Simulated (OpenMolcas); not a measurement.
# Single-point calculation of CH3AlF2O (part 2 of 2)

Continued. System: CH3AlF2O, SMILES C[O][Al]([F])[F]. Method: HF/ANO-RCC-MB, RHF, DKH2 (OpenMolcas 26.06). The geometry comes from this level: PBE0-D4/def2-TZVP.

Geometry of the input (Å):
```
C  -0.2390  0.9007  0.8815
O  -0.4598  -0.3163  0.2226
Al 0.2276  -1.1563  -1.0353
F  -0.3926  -2.6027  -1.4745
F  1.5203  -0.5812  -1.8618
H  0.6096  1.4542  0.4652
H  -0.0428  0.7157  1.9416
H  -1.1311  1.5289  0.8048
```

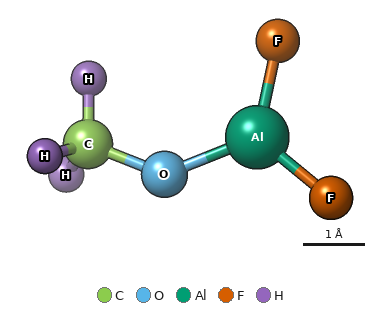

*The structure as given in the input (ball-and-stick view, seen at a tilt). Sticks mark near contacts.*

### What the program printed, continued
```
      N-E     -0.3037 -0.7769  1.9599 -0.6746 -0.6756  0.1438  0.1636  0.1636

      Total electronic charge=   48.000000

      Total            charge=   -0.000000
--

++    Static properties:
      ------------------

      LoProp Charges per center

                   C1       O2       AL3      F4       F5       H6       H7       H8
      Nuclear      6.0000   8.0000  13.0000   9.0000   9.0000   1.0000   1.0000   1.0000
      Electronic  -6.1515  -8.5519 -11.5695  -9.5091  -9.5142  -0.9090  -0.8974  -0.8974

      Total       -0.1515  -0.5519   1.4305  -0.5091  -0.5142   0.0910   0.1026   0.1026
--

++    Natural Bond Order analysis
      ---------------------------
      Based on LoProp computed density
      -------------------------------------------------------------------------------------
      Atom A       Atom B       Bond Order
      -------------------------------------------------------------------------------------
      NBO located      0.996 non-bonded electrons on atom C1
      NBO located      0.999 non-bonded electrons on atom O2
      NBO located      1.016 non-bonded electrons on atom O2
      NBO located      1.000 non-bonded electrons on atom AL3
      NBO located      1.000 non-bonded electrons on atom AL3
      NBO located      0.996 non-bonded electrons on atom AL3
      NBO located      0.997 non-bonded electrons on atom AL3
      NBO located      0.996 non-bonded electrons on atom AL3
      NBO located      1.000 non-bonded electrons on atom F4
      NBO located      0.991 non-bonded electrons on atom F4
      NBO located      1.008 non-bonded electrons on atom F4
      NBO located      1.000 non-bonded electrons on atom F5
      NBO located      0.998 non-bonded electrons on atom F5
      NBO located      1.012 non-bonded electrons on atom F5
      The remaining   11.669 electrons are to be considered as diffuse
--

++    Molecular properties:
      ---------------------

      Charge (e):
                      =   -0.0000
      Dipole Moment (debye):
      Origin of the operator (angstrom)=    0.1747   -0.8564   -0.7703
                   X=  6.8711E-02               Y=  1.6820E+00               Z=  1.1359E+00           Total=  2.0309E+00
      Quadrupole Moment (debye*angstrom):
      Origin of the operator (angstrom)=    0.1747   -0.8564   -0.7703
                  XX= -3.9377E+01              XY= -4.0374E+00              XZ=  4.8491E+00              YY= -3.8697E+01
                  YZ= -1.4181E+00              ZZ= -3.6950E+01
      In traceless form (debye*angstrom)
                  XX= -1.5535E+00              XY= -6.0562E+00              XZ=  7.2736E+00              YY= -5.3371E-01
                  YZ= -2.1271E+00              ZZ=  2.0872E+00
--

--- Stop Module: scf /rc=_RC_ALL_IS_WELL_ ---

--- Start Module: localisation ---

                                           &LOCALISATION

                       available to each process: 1.9 GB of memory, 1 thread

 Header from vector file:

* SCF orbitals

 Pipek-Mezey localisation
 Convergence threshold:   1.0000E-06 (functional)
 Convergence threshold:   1.0000E-02 (gradient)
 Screening threshold  :   1.0000E-10 (orbital rotations)
 Frozen orbitals      :      6
 Orbitals to localise :     18

 CPU  time for localisation procedure:      0.00 seconds

++    Molecular orbitals:
      -------------------

      Title: Final localised MO's

      Molecular orbitals for symmetry species 1: a

      Basis set list:
        1 C1     1s                  9 O2     2py                17 AL3    3py                25 F5     1s
        2 C1     2s                 10 O2     2pz                18 AL3    2pz                26 F5     2s
        3 C1     2px                11 AL3    1s                 19 AL3    3pz                27 F5     2px
        4 C1     2py                12 AL3    2s                 20 F4     1s                 28 F5     2py
        5 C1     2pz                13 AL3    3s                 21 F4     2s                 29 F5     2pz
        6 O2     1s                 14 AL3    2px                22 F4     2px                30 H6     1s
        7 O2     2s                 15 AL3    3px                23 F4     2py                31 H7     1s
        8 O2     2px                16 AL3    2py                24 F4     2pz                32 H8     1s

  Index Energy  Occupation Coefficients ...

    1  -58.7900    2.0000         11 AL3    1s     ( 1.000),

    2  -26.0750    2.0000         25 F5     1s     ( 1.000),

    3  -26.0730    2.0000         20 F4     1s     (-1.000),

    4  -20.4520    2.0000          6 O2     1s     ( 1.000),

    5  -11.3990    2.0000          1 C1     1s     ( 1.000),

    6   -5.0928    2.0000         12 AL3    2s     ( 0.999),

    7    0.0000    2.0000         14 AL3    2px    ( 0.670),    16 AL3    2py    ( 0.736),

    8    0.0000    2.0000         14 AL3    2px    ( 0.420),    16 AL3    2py    (-0.501),    18 AL3    2pz    (-0.760),

    9    0.0000    2.0000         14 AL3    2px    ( 0.615),    16 AL3    2py    (-0.459),    18 AL3    2pz    ( 0.642),

   10    0.0000    2.0000         26 F5     2s     (-0.882),

   11    0.0000    2.0000         21 F4     2s     (-0.881),    23 F4     2py    ( 0.455),

   12    0.0000    2.0000          7 O2     2s     (-0.613),     8 O2     2px    (-0.419),    10 O2     2pz    ( 0.483),

   13    0.0000    2.0000          2 C1     2s     (-0.342),     3 C1     2px    (-0.411),    30 H6     1s     (-0.509),

   14    0.0000    2.0000          2 C1     2s     ( 0.264),     4 C1     2py    (-0.370),     7 O2     2s     ( 0.293),     9 O2     2py    ( 0.526),
                                  10 O2     2pz    ( 0.264),

   15    0.0000    2.0000          2 C1     2s     (-0.334),     3 C1     2px    ( 0.439),     4 C1     2py    (-0.299),    32 H8     1s     (-0.496),

   16    0.0000    2.0000          2 C1     2s     ( 0.334),     5 C1     2pz    ( 0.514),    31 H7     1s     ( 0.496),

   17    0.0000    2.0000         28 F5     2py    (-0.807),    29 F5     2pz    (-0.558),

   18    0.0000    2.0000         26 F5     2s     (-0.436),    27 F5     2px    ( 0.620),    29 F5     2pz    (-0.408),

   19    0.0000    2.0000         27 F5     2px    ( 0.597),    28 F5     2py    (-0.446),    29 F5     2pz    ( 0.624),

   20    0.0000    2.0000         21 F4     2s     ( 0.437),    23 F4     2py    ( 0.693),

   21    0.0000    2.0000         22 F4     2px    (-0.597),    23 F4     2py    ( 0.445),    24 F4     2pz    (-0.624),

   22    0.0000    2.0000         22 F4     2px    (-0.677),    24 F4     2pz    ( 0.706),

   23    0.0000    2.0000          7 O2     2s     (-0.615),     8 O2     2px    ( 0.620),     9 O2     2py    ( 0.373),    10 O2     2pz    (-0.327),

   24    0.0000    2.0000          8 O2     2px    ( 0.589),     9 O2     2py    (-0.440),    10 O2     2pz    ( 0.616),

   25    0.1128    0.0000         15 AL3    3px    (-0.651),    17 AL3    3py    ( 0.485),    19 AL3    3pz    (-0.680),

   26    0.1579    0.0000         13 AL3    3s     (-1.188),

   27    0.3138    0.0000         15 AL3    3px    ( 0.827),    17 AL3    3py    ( 0.814),    21 F4     2s     ( 0.428),    26 F5     2s     (-0.480),

   28    0.3396    0.0000          7 O2     2s     (-0.735),    17 AL3    3py    ( 0.712),    19 AL3    3pz    ( 0.876),

   29    0.5534    0.0000          2 C1     2s     (-0.859),     3 C1     2px    ( 0.472),     5 C1     2pz    (-0.764),    31 H7     1s     ( 0.939),
                                  32 H8     1s     ( 0.928),

   30    0.5597    0.0000          2 C1     2s     ( 1.248),    30 H6     1s     (-1.155),

   31    0.5617    0.0000          3 C1     2px    ( 0.741),     4 C1     2py    (-0.548),     5 C1     2pz    ( 0.753),    31 H7     1s     (-0.982),
                                  32 H8     1s     ( 0.988),

   32    0.5927    0.0000          3 C1     2px    ( 0.631),     4 C1     2py    ( 0.868),     9 O2     2py    ( 0.677),    10 O2     2pz    ( 0.540),
                                  30 H6     1s     (-0.734),

--

--- Stop Module: localisation /rc=_RC_ALL_IS_WELL_ ---

--- Start Module: localisation ---

                                           &LOCALISATION

                       available to each process: 1.9 GB of memory, 1 thread

 Header from vector file:

*Localised orbitals

 Pipek-Mezey localisation
 Convergence threshold:   1.0000E-06 (functional)
 Convergence threshold:   1.0000E-02 (gradient)
 Screening threshold  :   1.0000E-10 (orbital rotations)
 Frozen orbitals      :     24
 Orbitals to localise :      8

 CPU  time for localisation procedure:      0.00 seconds

++    Molecular orbitals:
      -------------------

      Title: Final localised MO's

      Molecular orbitals for symmetry species 1: a

      Basis set list:
        1 C1     1s                  9 O2     2py                17 AL3    3py                25 F5     1s
        2 C1     2s                 10 O2     2pz                18 AL3    2pz                26 F5     2s
        3 C1     2px                11 AL3    1s                 19 AL3    3pz                27 F5     2px
        4 C1     2py                12 AL3    2s                 20 F4     1s                 28 F5     2py
        5 C1     2pz                13 AL3    3s                 21 F4     2s                 29 F5     2pz
        6 O2     1s                 14 AL3    2px                22 F4     2px                30 H6     1s
        7 O2     2s                 15 AL3    3px                23 F4     2py                31 H7     1s
        8 O2     2px                16 AL3    2py                24 F4     2pz                32 H8     1s

  Index Energy  Occupation Coefficients ...

    1  -58.7900    2.0000         11 AL3    1s     ( 1.000),

    2  -26.0750    2.0000         25 F5     1s     ( 1.000),

    3  -26.0730    2.0000         20 F4     1s     (-1.000),

    4  -20.4520    2.0000          6 O2     1s     ( 1.000),

    5  -11.3990    2.0000          1 C1     1s     ( 1.000),

    6   -5.0928    2.0000         12 AL3    2s     ( 0.999),

    7    0.0000    2.0000         14 AL3    2px    ( 0.670),    16 AL3    2py    ( 0.736),

    8    0.0000    2.0000         14 AL3    2px    ( 0.420),    16 AL3    2py    (-0.501),    18 AL3    2pz    (-0.760),

    9    0.0000    2.0000         14 AL3    2px    ( 0.615),    16 AL3    2py    (-0.459),    18 AL3    2pz    ( 0.642),

   10    0.0000    2.0000         26 F5     2s     (-0.882),

   11    0.0000    2.0000         21 F4     2s     (-0.881),    23 F4     2py    ( 0.455),

   12    0.0000    2.0000          7 O2     2s     (-0.613),     8 O2     2px    (-0.419),    10 O2     2pz    ( 0.483),

   13    0.0000    2.0000          2 C1     2s     (-0.342),     3 C1     2px    (-0.411),    30 H6     1s     (-0.509),

   14    0.0000    2.0000          2 C1     2s     ( 0.264),     4 C1     2py    (-0.370),     7 O2     2s     ( 0.293),     9 O2     2py    ( 0.526),
                                  10 O2     2pz    ( 0.264),

   15    0.0000    2.0000          2 C1     2s     (-0.334),     3 C1     2px    ( 0.439),     4 C1     2py    (-0.299),    32 H8     1s     (-0.496),

   16    0.0000    2.0000          2 C1     2s     ( 0.334),     5 C1     2pz    ( 0.514),    31 H7     1s     ( 0.496),

   17    0.0000    2.0000         28 F5     2py    (-0.807),    29 F5     2pz    (-0.558),

   18    0.0000    2.0000         26 F5     2s     (-0.436),    27 F5     2px    ( 0.620),    29 F5     2pz    (-0.408),

   19    0.0000    2.0000         27 F5     2px    ( 0.597),    28 F5     2py    (-0.446),    29 F5     2pz    ( 0.624),

   20    0.0000    2.0000         21 F4     2s     ( 0.437),    23 F4     2py    ( 0.693),

   21    0.0000    2.0000         22 F4     2px    (-0.597),    23 F4     2py    ( 0.445),    24 F4     2pz    (-0.624),

   22    0.0000    2.0000         22 F4     2px    (-0.677),    24 F4     2pz    ( 0.706),

   23    0.0000    2.0000          7 O2     2s     (-0.615),     8 O2     2px    ( 0.620),     9 O2     2py    ( 0.373),    10 O2     2pz    (-0.327),

   24    0.0000    2.0000          8 O2     2px    ( 0.589),     9 O2     2py    (-0.440),    10 O2     2pz    ( 0.616),

   25    0.0000    0.0000         15 AL3    3px    ( 0.651),    17 AL3    3py    (-0.486),    19 AL3    3pz    ( 0.680),

   26    0.0000    0.0000         13 AL3    3s     ( 0.662),    17 AL3    3py    (-0.928),    21 F4     2s     (-0.654),

   27    0.0000    0.0000         13 AL3    3s     ( 0.622),    15 AL3    3px    ( 0.839),    19 AL3    3pz    (-0.579),    26 F5     2s     (-0.647),

   28    0.0000    0.0000          7 O2     2s     ( 0.720),    10 O2     2pz    (-0.441),    13 AL3    3s     (-0.860),    17 AL3    3py    (-0.594),
                                  19 AL3    3pz    (-0.786),

   29    0.0000    0.0000          2 C1     2s     (-0.835),     5 C1     2pz    (-0.999),    31 H7     1s     ( 1.384),

   30    0.0000    0.0000          2 C1     2s     ( 0.833),     3 C1     2px    ( 0.804),    30 H6     1s     (-1.385),

   31    0.0000    0.0000          2 C1     2s     ( 0.835),     3 C1     2px    (-0.851),    32 H8     1s     (-1.384),

   32    0.0000    0.0000          2 C1     2s     (-0.735),     4 C1     2py    ( 0.871),     5 C1     2pz    ( 0.473),     7 O2     2s     ( 0.637),
                                   9 O2     2py    ( 0.776),    10 O2     2pz    ( 0.439),

--

--- Stop Module: localisation /rc=_RC_ALL_IS_WELL_ ---

.##################.
.# Happy landing! #.
.##################.

    Timing: Wall=3.14 User=2.60 System=0.53
```

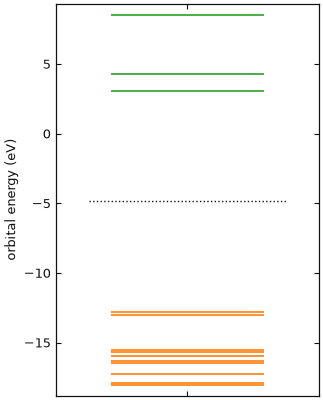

*Orbital energies near the frontier; the dotted line parts filled from empty levels, and levels within 0.02 eV of each other stand side by side.*

Highest filled −12.76 eV, lowest empty 3.07 eV, 15.83 eV apart.

### Summary

```csv
quantity,value
outcome,converged
total energy,−555.923238 hartree
basis functions,32
HOMO,−12.76 eV
LUMO,3.07 eV
dipole moment,2.03 debye
hardware,"1 thread of Arm Neoverse V1, 24 GiB of memory available, shared host"
wall time,3.6 s
peak memory,0.41 GiB
```
